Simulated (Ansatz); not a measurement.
# [NH4]+ (ammonium) at wB97X/6-31G

What is the vertical ionisation energy of [NH4]+ (ammonium) at wB97X/6-31G? 

The calculation is run with Ansatz 0.2.0.

2 further runs of the same task are left out: 2 set aside as unsound or not needed.

### 1 The molecule

[NH4]+: 5 atoms, total charge +1, spin state singlet. SMILES: `[NH4+]`. Geometry: relaxed at PBE0-D4/def2-TZVP.

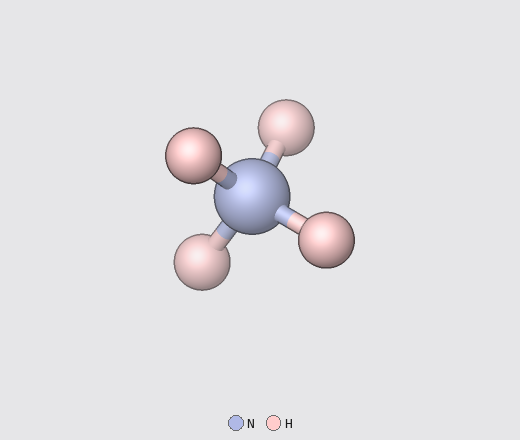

Viewed from a chosen angle; nitrogen light blue, hydrogen pink.

### 2 A single-point energy at wB97X/6-31G

Input file job.yaml:

```yaml
crystal:
  periodic: [false, false, false]
  atoms:
    - {symbol: "N", position_ang: [0.000010, 0.000010, -0.000000]}
    - {symbol: H, position_ang: [0.453330, -0.447860, 0.801010]}
    - {symbol: H, position_ang: [-0.972430, 0.216180, 0.235210]}
    - {symbol: H, position_ang: [0.023940, -0.633460, -0.803650]}
    - {symbol: H, position_ang: [0.495160, 0.865130, -0.232580]}
basis:
  gaussian:
    orbitals: 6-31G
hamiltonian:
  xc: {name: wB97X}
total_charge: 1
accuracy: high
```

Run with:

```bash
ansatz run job.yaml --threads 1 --pin off --max-ram 3480MiB --events-out events.jsonl --progress --plain --runs-dir runs
```

The program printed:

```text
Warning: RAYON_NUM_THREADS=1 ignored (pool sized by the plan → 1); use --threads N
Functional definition: wB97X
  name "wB97X"
  parameter omega = 0.3/bohr
  parameter cx = 0.157706
  parameter cx1 = 0.726479
  parameter cx2 = 1.04760
  parameter cx3 = -5.70635
  parameter cx4 = 13.2794
  parameter css1 = -4.33879
  parameter css2 = 18.2308
  parameter css3 = -31.7430
  parameter css4 = 17.2901
  parameter cos1 = 2.37031
  parameter cos2 = -11.3995
  parameter cos3 = 6.58405
  parameter cos4 = -3.78132
  exchange = spin_sum(e_x_unif_sr(omega)*poly(b97_u_x, 1 - cx, cx1, cx2, cx3, cx4)) + cx*exact_x_sr(omega)
      + exact_x_lr(omega)
  correlation = spin_sum(e_c_pw_same_spin*poly(b97_u_same, 1, css1, css2, css3, css4))
      + integral(e_c_pw_opposite_spin*poly(b97_u_opposite, 1, cos1, cos2, cos3, cos4))
407 factors; integrals over basis functions are off by at most 3.2e-9 eV
148 factors; integrals over basis functions are off by at most 1.6e-9 eV
mean field evaluation 1: about -1540.5497 eV, gradient 6.1e1 eV
mean field evaluation 2: about -1542.9941 eV, gradient 4.8e1 eV
mean field evaluation 4: about -1547.4720 eV, gradient 8.4e-2 eV
mean field evaluation 8: about -1547.4582 eV, gradient 6.9e-5 eV
mean field -1547.45818751 eV, -56.8680394862 hartree, gradient 1.7e-8 eV, S^2 0.000000; 0 other end points of the search recorded, 0 dependent functions left out
reference -1547.45818625 eV, -56.8680394400 hartree; 5, 5 occupied and 12, 12 virtual orbitals, 407 factors
Total energy: -1547.45818625 eV, -56.8680394400 hartree
```

Run time: 2.5 s. Hardware: 1 thread of Arm Neoverse V1, shared host; peak memory 0.17 GiB.

### 3 Doublet [NH4]2+ at the same level

Input file molecule.yaml:

```yaml
basis:
  gaussian:
    orbitals: 6-31G
crystal:
  periodic: [false, false, false]
  atoms:
    - {symbol: "N", position_ang: [0.000010, 0.000010, -0.000000]}
    - {symbol: H, position_ang: [0.453330, -0.447860, 0.801010]}
    - {symbol: H, position_ang: [-0.972430, 0.216180, 0.235210]}
    - {symbol: H, position_ang: [0.023940, -0.633460, -0.803650]}
    - {symbol: H, position_ang: [0.495160, 0.865130, -0.232580]}
total_charge: 2
magnetization:
  spin_polarized: true
  initial_magnetization: 1
hamiltonian:
  xc: {name: wB97X}
accuracy: high
```

Run with:

```bash
ansatz run molecule.yaml --threads 1 --pin off --max-ram 3480MiB --events-out events.jsonl --progress --plain --runs-dir runs
```

The program printed, cut to the lines that bear on the results:

```text
Warning: RAYON_NUM_THREADS=1 ignored (pool sized by the plan → 1); use --threads N
[... 2 set-up lines as earlier in the session ...]
[...]
      + exact_x_lr(omega)
[...]
      + integral(e_c_pw_opposite_spin*poly(b97_u_opposite, 1, cos1, cos2, cos3, cos4))
407 factors; integrals over basis functions are off by at most 3.2e-9 eV
148 factors; integrals over basis functions are off by at most 1.6e-9 eV
[...]
mean field -1520.73518931 eV, -55.8859874158 hartree, gradient 9.3e-9 eV, S^2 0.750545; 4 other end points of the search recorded, 0 dependent functions left out
reference -1520.73518822 eV, -55.8859873758 hartree; 5, 4 occupied and 12, 13 virtual orbitals, 407 factors
Total energy: -1520.73518822 eV, -55.8859873758 hartree
```

Run time: 8.1 s. Hardware: 1 thread of Arm Neoverse V1, shared host; peak memory 0.27 GiB.

### 4 Results

At wB97X/6-31G:

```
                                            quantity         value
                        singlet [NH4]+: total energy  -56.86804 Eh
                       doublet [NH4]2+: total energy  -55.88599 Eh
                               doublet [NH4]2+: ⟨S²⟩         0.751
vertical ionisation energy (to the doublet dication)     26.723 eV
```

What this shows: The vertical ionisation energy comes to 26.72 eV (2578 kJ/mol).
